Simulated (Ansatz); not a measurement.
## Converging the k-point mesh: KRuF₆ (R3m, 8 atoms in the cell)

```xyz
8
Lattice="3.7618 2.1719 2.4462 -3.7618 2.1719 2.4462 0.0000 -4.3438 2.4462" Properties=species:S:1:pos:R:3 pbc="T T T"
K      0.0000     0.0000     3.7192
Ru     0.0000     0.0000     0.0000
F      0.0000    -2.8269     3.5608
F      0.0000     2.8269     3.7777
F      2.4482     1.4134     3.5608
F     -2.4482    -1.4134     3.7777
F     -2.4482     1.4134     3.5608
F      2.4482    -1.4134     3.7777
```
Moments meant for the start (each program seeds them in its own way; μB, in the order of the atoms K Ru F F F F F F): 0.0 2.0 0.0 0.0 0.0 0.0 0.0 0.0.

Level of theory: PBEsol, default PAW files made with PBE (plane waves; Ansatz, a program for electronic structure).

Base settings: basis.ecutwfc = 420 eV; kpoints.mp_grid.grid = 5 5 5; hamiltonian.xc = pbesol; hamiltonian.pseudopotentials = {kind: paw} (the program's default PAW files); magnetization.spin_polarized = true; scf.occupations.method = fermi_dirac; scf.occupations.width = 0.01 eV.

The second cell is the first with its lattice scaled by 0.98.

Only quantities that move along the ladder and can be compared are tabulated.

The count of work is k-points × plane waves × bands × iterations; it is no time. Core times come from one kind of shared machine, to one figure; runs under 30 s give none.

The starting cell comes from a database of computed structures (which also holds hypothetical and non-ambient phases and stackings), without a prior relaxation at this level. Its lattice was rescaled by up to half a per cent. One atom was moved a little off its site on purpose. With one magnetic atom in the cell only a parallel order is possible. Ansatz's pressure includes its estimate of the finite-basis (Pulay) stress.

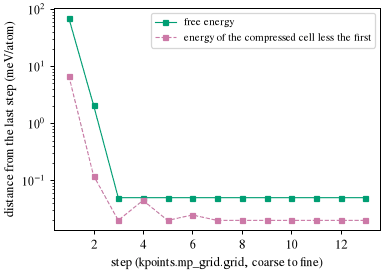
*Distance from the last step along the ladder; very small values are drawn at a floor.*

| kpoints.mp_grid.grid | free energy less the last step's (meV/atom) | energy of the compressed cell less the first (meV/atom) | pressure (GPa) | largest difference of a force vector from the last step's (eV/Å) | gap on the mesh (eV) | count of work / last | core time / last (rough) |
|---|---|---|---|---|---|---|---|
| 1 1 1 | 69.94 | 15.01 | -0.47 | 0.207 | 1.368 | 0.0031 | – |
| 2 2 2 | 2.09 | 8.35 | -1.48 | 0.009 | 1.083 | 0.012 | – |
| 3 3 3 | 0.05 | 8.23 | -1.51 | 0.000 | 1.193 | 0.017 | – |
| 4 4 4 | -0.01 | 8.27 | -1.52 | 0.000 | 1.084 | 0.038 | – |
| 5 5 5 | -0.02 | 8.23 | -1.52 | 0.000 | 1.126 | 0.055 | – |
| 6 6 6 | 0.00 | 8.25 | -1.52 | 0.000 | 1.084 | 0.093 | – |
| 7 7 7 | 0.00 | 8.24 | -1.52 | 0.000 | 1.105 | 0.13 | 0.1 |
| 8 8 8 | -0.01 | 8.23 | -1.52 | 0.000 | 1.084 | 0.19 | 0.2 |
| 9 9 9 | 0.02 | 8.22 | -1.52 | 0.000 | 1.097 | 0.25 | 0.3 |
| 10 10 10 | -0.01 | 8.23 | -1.52 | 0.000 | 1.084 | 0.34 | 0.3 |
| 11 11 11 | -0.01 | 8.24 | -1.52 | 0.000 | 1.092 | 0.42 | 0.4 |
| 12 12 12 | 0.00 | 8.23 | -1.52 | 0.000 | 1.084 | 0.55 | 0.5 |
| 13 13 13 | 0.00 | 8.23 | -1.52 | 0.000 | 1.090 | 0.67 | 0.6 |
| 15 15 15 | 0.00 | 8.23 | -1.52 | 0.000 | 1.088 | 1.0 | 1 |

Coarsest kpoints.mp_grid.grid that holds the pressure within 0.2 GPa of the last step, with all finer ones: 2 2 2, at 0.012 of the last step's count of work; the step before is off by 1.0 GPa.

Coarsest kpoints.mp_grid.grid that holds the forces within 0.02 eV/Å of the last step, with all finer ones: 2 2 2, at 0.012 of the last step's count of work; the step before is off by 0.21 eV/Å.

The energy difference between the two cells stays within 1 meV/atom of the last step's from 2 2 2 on, the total only from 3 3 3 on: much of the error is common to both cells and cancels.

The gap on the mesh jumps up and down from mesh to mesh; it is no smooth measure of convergence.

Keys are those of Ansatz 0.2.
